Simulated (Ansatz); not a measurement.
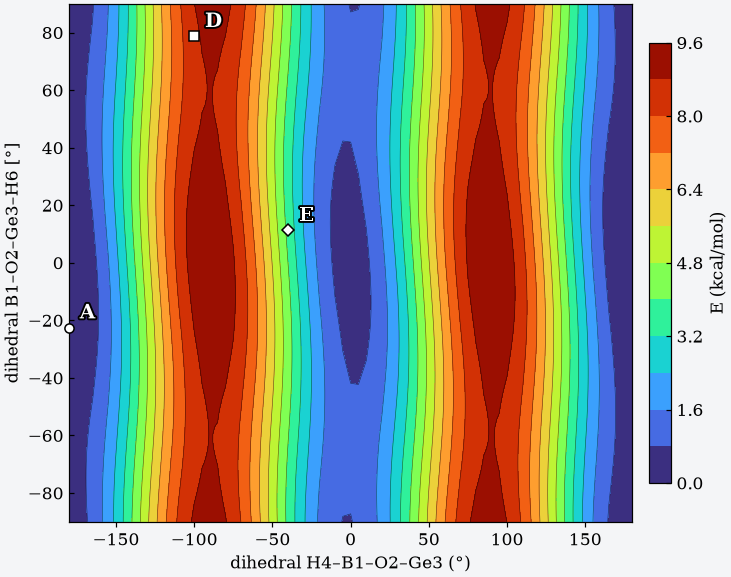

BGeH5O, SMILES B[O][GeH3]. 
- The first coordinate is: dihedral H4–B1–O2–Ge3; the second: dihedral B1–O2–Ge3–H6.
- Nothing is relaxed (all other coordinates rigid).
- Grid: 18 × 17 points; 279 points were computed and 27 follow by symmetry.
- Points are written as (first, second).
- Energies are in kcal/mol, from the lowest grid point.
- These are results of RKS PBE-D4/def2-TZVP (Ansatz), not measurements.

The picture shows filled contours, lettered points. Between grid points the surface is interpolated.

Question: Is D the lowest point of the computed grid?

Answer: No. D lies 8.6 kcal/mol above the lowest grid point, which is at (−180°, 0.0°).

Question: Rank the lettered points by energy, lowest first.

Answer: A (0.15 kcal/mol), E (3.8 kcal/mol), D (8.6 kcal/mol).
